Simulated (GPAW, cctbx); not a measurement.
# Rb2TlBiCl6: deformation density and structure factors from DFT

Aim: compute the bonding part of the density of Rb2TlBiCl6, find which reflections carry it, and see how it biases an ordinary refinement.

The start was made by putting kin elements into a known structure type; the compound need not exist, or be stable, in this form. All numbers below are calculated.

## 1. Find the equilibrium geometry

The density hangs on the geometry, so cell and atoms are relaxed first, with the symmetry held. The cutoff is set higher than for the density because stress converges slowly with plane waves.

Settings: GPAW 26.7.0, PBE, 570 eV, 2×2×2 k-points, Fermi–Dirac width 0.05 eV, BFGS to 0.03 eV/Å.

```text
cell
1.0
     0.000000000    5.712000000    5.712000000
     5.712000000    0.000000000    5.712000000
     5.712000000    5.712000000    0.000000000
Bi Tl Rb Cl
1 1 2 6
Direct
0.000000000 0.000000000 0.000000000
0.500000000 0.500000000 0.500000000
0.250000000 0.250000000 0.250000000
0.750000000 0.750000000 0.750000000
0.775800000 0.775800000 0.224200000
0.775800000 0.224200000 0.775800000
0.224200000 0.775800000 0.224200000
0.224200000 0.775800000 0.775800000
0.224200000 0.224200000 0.775800000
0.775800000 0.224200000 0.224200000
```

```console
$ OMP_NUM_THREADS=1 mpirun -n 4 gpaw python run.py > gpaw.log
```

```text
BFGS:    0      -33.026394        1.638562
BFGS:    1      -33.250925        1.309256
BFGS:    2      -33.694220        0.199604
BFGS:    3      -33.707830        0.055011
...
BFGS:    6      -33.709414        0.093074
BFGS:    7      -33.710500        0.036886
BFGS:    8      -33.711417        0.018961
cell  8.1405 8.1405 8.1405  60.00 60.00 60.00
volume 381.447 A^3, largest force 0.019 eV/A, largest stress 0.07 GPa
```

After 8 steps the volume has changed by +2.3 % and the energy by -0.685 eV; the largest stress left is 0.07 GPa. It took 1.7 min on 4 cores of AMD EPYC 7B13 (Zen 3) (shared host), peak memory 1.2 GiB.

Relaxed structure: Fm-3m (no. 225), a = 11.5124 Å, b = 11.5124 Å, c = 11.5124 Å, α = 90.00°, β = 90.00°, γ = 90.00°.

| atom | mult. | x | y | z |
| --- | --- | --- | --- | --- |
| Bi1 | 4 | 0 | 0 | 0 |
| Tl1 | 4 | 1/2 | 0 | 0 |
| Rb1 | 8 | 1/4 | 3/4 | 3/4 |
| Cl1 | 24 | 0 | 0 | 0.7640 |

## 2. Density and charge transfer

X-rays see the whole electron density, so the PAW density is rebuilt with its core regions. Subtracting spherical free atoms from the same code cancels the cores and leaves the deformation density Δρ, the part due to bonding.

Settings: PBE, 450 eV, 3×3×3 k-points, Fermi–Dirac width 0.05 eV; primitive cell of 10 atoms.

```console
$ OMP_NUM_THREADS=1 mpirun -n 4 gpaw python run.py > gpaw.log
```

```text
|iter:   1|       0s |  -35.404829 | -0.64 |       |
|iter:   2|       1s |  -35.017525 | -1.91 | -1.21 |
|iter:   3|       2s |  -33.639179 | -1.58 | -1.25 |
...
|iter:   8|       7s |  -33.616707c| -6.32 | -3.68 |
|iter:   9|       8s |  -33.616710c| -7.13 | -4.26c|
|iter:  10|       8s |  -33.616710c| -7.56c| -4.92c|
```

```text
grid (80, 80, 80)  electrons 340.000  moved by bonding 2.041 e
deformation density beyond 0.5 A of the nuclei: max 0.066, min -0.070 e/A^3
atom        x       y       z   Voronoi charge  moment
Bi1    0.0000  0.0000  0.0000      0.544       0.00
Tl2    0.5000  0.5000  0.5000      0.244       0.00
Rb3    0.2500  0.2500  0.2500      0.312       0.00
Rb4    0.7500  0.7500  0.7500      0.312       0.00
Cl5    0.7640  0.7640  0.2360     -0.235       0.00
Cl6    0.7640  0.2360  0.7640     -0.235       0.00
Cl7    0.2360  0.7640  0.2360     -0.235       0.00
Cl8    0.2360  0.7640  0.7640     -0.235       0.00
Cl9    0.2360  0.2360  0.7640     -0.235       0.00
Cl10   0.7640  0.2360  0.2360     -0.235       0.00
mean inner potential of superposed free atoms 9.751 V
total magnetic moment 0.000 muB
```

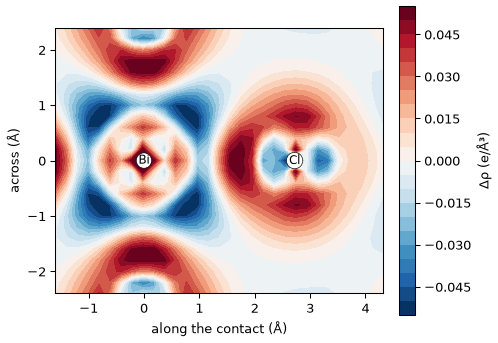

Deformation density in a plane through the shortest contact of the Bi atom at the origin; red gains electrons, blue loses them.

Cl gains most (-0.23 e) and Bi loses most (+0.54 e); Cl is the most electronegative element, but the order of the others doesn't follow electronegativity. Such charges fall far short of formal ones, since overlapping free atoms already put density on their neighbours. Along the shortest contact from the Bi atom at the map's origin, Bi–Cl at 2.72 Å, Δρ is +0.02 e/Å³ at the midpoint and highest, +0.07, 1.72 Å from Bi (points within 0.5 Å of a nucleus left out): little sits at the middle, as in a polar contact, whose build-up shifts to the more electronegative atom. At the midpoints of other shortest contacts it is 0.00 (Tl–Cl, 3.04 Å) e/Å³. Point values carry grid noise of about 0.01 e/Å³. The run needed 10 iterations, 24 s.

## 3. From the density to structure factors

The Fourier components of Δρ, added to those of the free atoms, give the static X-ray structure factors; the Mott–Bethe relation turns them into the Fourier components V of the potential that fast electrons feel.

```text
static structure factors of the conventional cell: F in electrons, V (Mott-Bethe) in volts
   h  k  l      d  |F| table  |F| free   |F| DFT   change   |V| free  |V| DFT  change %
   1  1  1  6.6467    40.679    40.661    40.420   -0.241     0.409    0.441      7.8
   0  2  0  5.7562   479.597   478.843   479.777    0.933     1.915    1.823     -4.9
   0  2  2  4.0702   757.520   757.347   754.515   -2.832     3.127    3.268      4.5
   1  3  1  3.4711     3.485     3.575     4.275    0.700     0.001    0.026        -
   2  2  2  3.3233    14.557    14.142     9.784   -4.358     1.854    1.709     -7.8
   0  4  0  2.8781  1119.380  1119.438  1122.402    2.964     5.780    5.706     -1.3
   1  3  3  2.6411    37.122    37.195    37.840    0.646     0.286    0.272     -4.7
   0  4  2  2.5743   415.771   415.631   416.286    0.655     1.477    1.463     -0.9
   2  4  2  2.3500   682.357   682.040   682.692    0.652     2.154    2.143     -0.5
   3  3  3  2.2156    64.768    64.850    65.349    0.499     0.491    0.483     -1.5
   1  5  1  2.2156    59.533    59.670    60.379    0.709     0.441    0.431     -2.4
   0  4  4  2.0351   992.692   993.049   992.910   -0.139     4.359    4.361      0.0
   1  5  3  1.9460    26.745    26.869    27.093    0.223     0.175    0.173     -1.4
   2  4  4  1.9187   378.044   377.941   377.876   -0.065     1.145    1.146      0.1
```

The largest X-ray change is -4.36 e on 222, 30.8 % of |F|. For electrons V goes as (Z − F)/g², so a change of F counts against Z − F, which is small at low angle and wherever the atoms' terms cancel: |V| of 111 moves by +7.8 % (0.41 to 0.44 V) against -0.6 % in |F|. The tabulated Hartree–Fock atoms differ from the free DFT atoms by up to 0.75 e, so the choice of reference atom matters too.

## 4. Which functional?

The same geometry is run with other functionals, to see whether the bonding signal is larger than the spread between approximations. Free atoms are LDA for LDA and PBE otherwise. Any other changed setting is in the row's label.

```
   run  ΔF 222 (e)  ΔF 040 (e)  ΔF 022 (e)  q(Cl) (e)  moved (e)  time
   PBE      -4.358      +2.964      -2.832     -0.235      2.041  24 s
   LDA      -3.901      +2.443      -2.753     -0.227      1.877  22 s
revPBE      -4.668      +3.317      -2.856     -0.242      2.217  23 s
```

At the base's settings ΔF(222) spans -4.668 to -3.901 e, a spread of 18 % of the PBE value; over the three listed reflections the spread is at most 29 %, so the sign holds and the size hangs on the functional. Times are from shared hosts.

## 5. What a spherical-atom refinement makes of it

Routine crystallography fits spherical atoms. To see the bias, intensities are simulated from tabulated atoms plus the DFT change ΔF, so that bonding alone can misfit (25100 reflections of the full sphere, merged to the counts below, to 0.4 Å, 1.5 % proportional noise plus counting noise, assumed isotropic U as listed, Δρ smeared by the mean U) and refined with cctbx over different ranges.

| range | data | R1 | GooF | U Bi1 (true 0.0059) | U Tl1 (true 0.006) | U Rb1 (true 0.0082) | U Cl1 (true 0.0106) | largest shift (Å) | Δρ max, min (e/Å³) |
| --- | --- | --- | --- | --- | --- | --- | --- | --- | --- |
| all data | 692 | 0.0035 | 1.05 | 0.0059 | 0.0060 | 0.0082 | 0.0106 | 0.0001 | 0.29, -0.29 |
| low resolution, d > 0.84 | 98 | 0.0027 | 1.15 | 0.0060 | 0.0061 | 0.0083 | 0.0107 | 0.0002 | 0.12, -0.10 |
| high order, d < 0.75 | 563 | 0.0039 | 1.01 | 0.0059 | 0.0060 | 0.0082 | 0.0106 | 0.0000 | 0.29, -0.23 |
| occupancies free, d > 0.7 | 155 | 0.0028 | 1.14 | 0.0059 | 0.0060 | 0.0082 | 0.0106 | 0.0002 | 0.12, -0.17 |

With all data GooF is 1.05, so at this noise the bonding hardly shows; the top residual peak lies 0.44 Å from Bi and 2.28 Å from Cl. No U is off by more than 3 s.u. at low resolution. With Bi1 held at 1 and the scale free, the other occupancies refine to Tl1 1.000(0.001), Rb1 1.000(0.001) and Cl1 1.002(0.002), within three s.u. of full.

## 6. Answer

Bonding moves 2.04 e in the primitive cell of Rb2TlBiCl6 and changes the structure factors of the conventional cell in the table above by at most 4.36 e (222, 30.8 %), and among reflections above 2 % of the strongest by up to 1.7 % (133). The shortest bond, Bi–Cl, has Δρ = +0.02 e/Å³ at its midpoint, low for a shared bond; with the charge transfer this is a polar contact. At the base's settings ΔF(222) spans -4.668 to -3.901 e, a spread of 18 % of the PBE value; over the three listed reflections the spread is at most 29 %, so the sign holds and the size hangs on the functional. With all data GooF is 1.05, so at this noise the bonding hardly shows. Limits: static density, frozen cores, no spin–orbit coupling.

[Outputs are excerpts: Python notices, other lines and further rows are left out; steps that failed or that the build refused (PBEsol, TPSS) are not shown.]

[Logs are printed without paths, hosts, clocks, repeated set-up lines and the standing remarks that a program may print on its own settings, such as how far it seeks lower states.]
